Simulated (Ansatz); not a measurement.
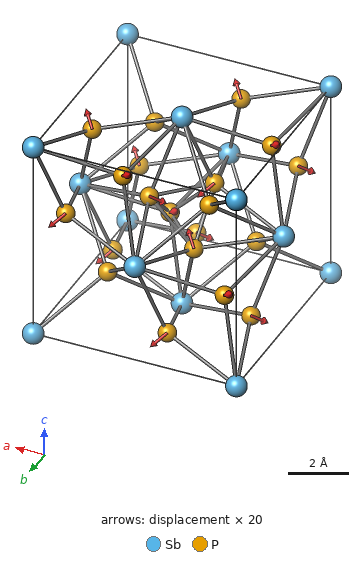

This is a relaxation of a crystal of SbP$_{5}$ (a generated structure, set up in F-43m). The starting structure is drawn; red arrows show the displacements (the part carried along by the change of the cell is left out), magnified 20 times.

Style: ball-and-stick. Shown: the conventional cell (4 times the calculation's cell), from a free direction. Lengths and directions refer to the drawn axes.

Theory: DFT PBE, scalar-relativistic, plane waves, PAW (Ansatz). Set-up: plane-wave cutoff 420 eV; k-point mesh 8 × 8 × 8; occupations gaussian; smearing width 0.1 eV; no spin polarisation; cell and atoms relaxed; force threshold 0.01 eV/Å; at most 80 steps.

Q: Which element moves most?

A: Phosphorus: up to 0.039 Å, against 0.000 Å for antimony.

Q: What did the optimiser do to the structure, and how much energy did it gain?

A: The energy falls by 2.9 meV per atom in 4 accepted moves (5 points after the start). The largest force component goes from 0.16 to 0.00022 eV/Å. The pressure goes from −0.63 to 0.01 GPa. At 1 point the geometry stayed and the basis and grid were re-selected for the new cell (energy shift of 0.1 meV per atom at most each time). The largest moves relative to the cell, 0.039 Å, are those of P atoms. Sb stays in place. The drawn cell changes as follows: a = b = c 7.575 → 7.638 Å (+0.8 %); the volume changes by +2.5 %. Near-neighbour distances that change, for instance: P–P 2.346 → 2.302 Å, P–Sb 3.182 → 3.218 Å, P–Sb 3.280 → 3.307 Å. The space group stays F-43m (No. 216). Cost: 61 s on 1 thread of Intel(R) Xeon(R) Processor @ 2.70GHz, on a shared host, peak memory 0.41 GiB.
